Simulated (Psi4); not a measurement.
# S2F2 (Difluorodisulfane) at B3LYP/aug-cc-pVDZ (density fitting with def2-universal-jkfit, sweep point 3)

What is the vertical ionisation energy of S2F2 (Difluorodisulfane) at B3LYP/aug-cc-pVDZ (density fitting with def2-universal-jkfit, sweep point 3)? 

The results are computed with Psi4 1.11.

2 further runs of the same task are left out: 2 set aside as unsound or not needed.

## Step 1: The system as given

S2F2: 4 atoms, total charge 0, spin state singlet. SMILES: `FSSF`. The shape is that of a PBE0-D4/def2-TZVP optimisation.

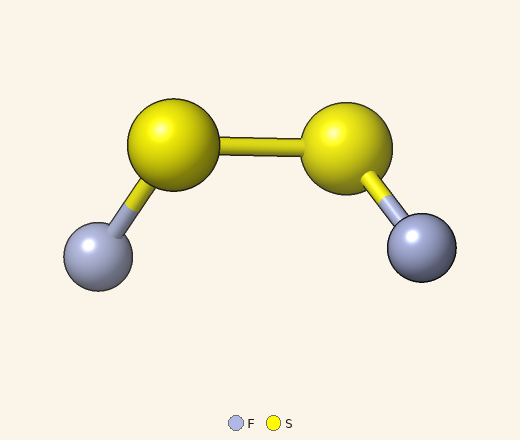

Viewed from a chosen angle; fluorine light blue, sulfur yellow.

## Step 2: The energy at B3LYP/aug-cc-pVDZ (density fitting with def2-universal-jkfit, sweep point 3)

input.in

```
memory 1600 MB

molecule m {
  F     -1.783750    -0.199930    -0.621590
  S     -0.467670     0.764150    -0.632370
  S      1.044990    -0.276390    -0.184720
  F      1.206410    -0.287820     1.438680
  units angstrom
  symmetry c1
}

set {
  puream true
  scf_type df
  dft_radial_points 99
  dft_spherical_points 590
  df_basis_scf def2-universal-jkfit
}

e, wfn = energy("b3lyp/aug-cc-pVDZ", return_wfn=True)
print_variables()
```

On the command line:

```console
$ psi4 -n 1 input.in input.out
```

input.out:

```text
[...]
  Running in c1 symmetry.
[...]
  Nuclear repulsion =  230.128319113788450
[...]
  Multiplicity = 1
[...]
  Nalpha       = 25
  Nbeta        = 25
[...]
    Number of basis functions: 100
[...]
   @DF-RKS iter   1:  -996.02212540546191    4.65309e-02   4.59835e-03 ADIIS/DIIS
[...]
   @DF-RKS iter   8:  -996.09362615150417   -1.02863e-08   3.46809e-07 DIIS
[...]
    Orbital Energies [Eh]
    ---------------------
    Doubly Occupied:
       1A    -89.007757     2A    -89.007755     3A    -24.739466
       4A    -24.739459     5A     -8.061377     6A     -8.061288
       7A     -6.028024     8A     -6.027789     9A     -6.021619
      10A     -6.021030    11A     -6.014466    12A     -6.014465
      13A     -1.238515    14A     -1.234186    15A     -0.871659
      16A     -0.686229    17A     -0.562982    18A     -0.506360
      19A     -0.500174    20A     -0.472996    21A     -0.472993
      22A     -0.448571    23A     -0.368768    24A     -0.312566
      25A     -0.305170
[...]
  @DF-RKS Final Energy:  -996.09362615150417
   => Energetics <=
    Nuclear Repulsion Energy =            230.1283191137884501
    One-Electron Energy =               -1835.4319875921194125
    Two-Electron Energy =                 667.5206671483470018
    DFT Exchange-Correlation Energy =     -58.3106248215201646
    Empirical Dispersion Energy =           0.0000000000000000
    VV10 Nonlocal Energy =                  0.0000000000000000
    Total Energy =                       -996.0936261515041679
[...]
 Multipole Moments:
 ------------------------------------------------------------------------------------
     Multipole            Electronic (a.u.)      Nuclear  (a.u.)        Total (a.u.)
 ------------------------------------------------------------------------------------
 L = 1.  Multiply by 2.5417464519 to convert [e a0] to [Debye]
 Dipole X            :         -0.4000173            0.6946095            0.2945921
 Dipole Y            :         -0.3379969            0.5868381            0.2488412
 Dipole Z            :          0.5662218           -0.9830746           -0.4168528
 Magnitude           :                                                    0.5678668
[...]
```

It took 9.3 s on 1 thread of Intel Xeon at 2.70GHz, shared host; peak memory 0.84 GiB.

## Step 3: The doublet cation, same level

f2s2.inp

```
memory 1600 mb

molecule {
  1 2
  F     -1.783750    -0.199930    -0.621590
  S     -0.467670     0.764150    -0.632370
  S      1.044990    -0.276390    -0.184720
  F      1.206410    -0.287820     1.438680
  units angstrom
  symmetry c1
}

set reference uks
set puream true
set scf_type df
set dft_radial_points 99
set dft_spherical_points 590
set df_basis_scf def2-universal-jkfit
set maxiter 100

e_tot = energy("b3lyp/aug-cc-pVDZ")
```

On the command line:

```console
$ psi4 -n 1 f2s2.inp f2s2.out
```

f2s2.out:

```text
[...]
  Running in c1 symmetry.
[...]
  Nuclear repulsion =  230.128319113788450
[...]
  Multiplicity = 2
[...]
  Nalpha       = 25
  Nbeta        = 24
[...]
    Number of basis functions: 100
[...]
   @DF-UKS iter   1:  -995.62028562400985    4.48371e-01   4.31747e-03 DIIS/ADIIS
[...]
   @DF-UKS iter  10:  -995.69269878386558   -2.24810e-08   4.08431e-07 DIIS
[...]
   @S^2 Observed:                7.627739838E-01
[...]
    Orbital Energies [Eh]
    ---------------------
    Alpha Occupied:
       1A    -89.307632     2A    -89.307614     3A    -25.011660
       4A    -25.011650     5A     -8.358111     6A     -8.358020
       7A     -6.323308     8A     -6.322924     9A     -6.317555
      10A     -6.317380    11A     -6.315393    12A     -6.315127
      13A     -1.502105    14A     -1.497017    15A     -1.160268
      16A     -0.959606    17A     -0.829035    18A     -0.771856
      19A     -0.762110    20A     -0.736604    21A     -0.731518
      22A     -0.707260    23A     -0.633187    24A     -0.593621
      25A     -0.585842
    Alpha Virtual:
[...]
  @DF-UKS Final Energy:  -995.69269878386558
   => Energetics <=
    Nuclear Repulsion Energy =            230.1283191137884501
    One-Electron Energy =               -1821.6238891081284237
    Two-Electron Energy =                 653.8070214371140310
    DFT Exchange-Correlation Energy =     -58.0041502266396165
    Empirical Dispersion Energy =           0.0000000000000000
    VV10 Nonlocal Energy =                  0.0000000000000000
    Total Energy =                       -995.6926987838655805
[...]
 Multipole Moments:
 ------------------------------------------------------------------------------------
     Multipole            Electronic (a.u.)      Nuclear  (a.u.)        Total (a.u.)
 ------------------------------------------------------------------------------------
 L = 1.  Multiply by 2.5417464519 to convert [e a0] to [Debye]
 Dipole X            :         -0.2708056            0.6946095            0.4238039
 Dipole Y            :         -0.2289511            0.5868381            0.3578870
 Dipole Z            :          0.3834043           -0.9830746           -0.5996702
 Magnitude           :                                                    0.8168826
[...]
```

Run time: 15 s. Hardware: 1 thread of Intel Xeon at 2.70GHz, shared host; peak memory 0.84 GiB.

## Step 4: Results

Level: B3LYP/aug-cc-pVDZ (density fitting with def2-universal-jkfit, sweep point 3).

```
                                          quantity          value
                        singlet S2F2: total energy  -996.09363 Eh
                       singlet S2F2: dipole moment         1.44 D
                         singlet S2F2: HOMO energy       -8.30 eV
                         singlet S2F2: LUMO energy       -1.99 eV
                       singlet S2F2: HOMO–LUMO gap        6.31 eV
                      doublet cation: total energy  -995.69270 Eh
doublet cation: HOMO energy (highest over α and β)      -15.36 eV
 doublet cation: LUMO energy (lowest over α and β)      -13.54 eV
                              doublet cation: ⟨S²⟩          0.763
vertical ionisation energy (to the doublet cation)      10.910 eV
```

**Reading.** Removing an electron at fixed nuclei costs 10.91 eV (252 kcal/mol). −ε(HOMO) before ionisation, 8.30 eV, is 2.61 eV below this ionisation energy.
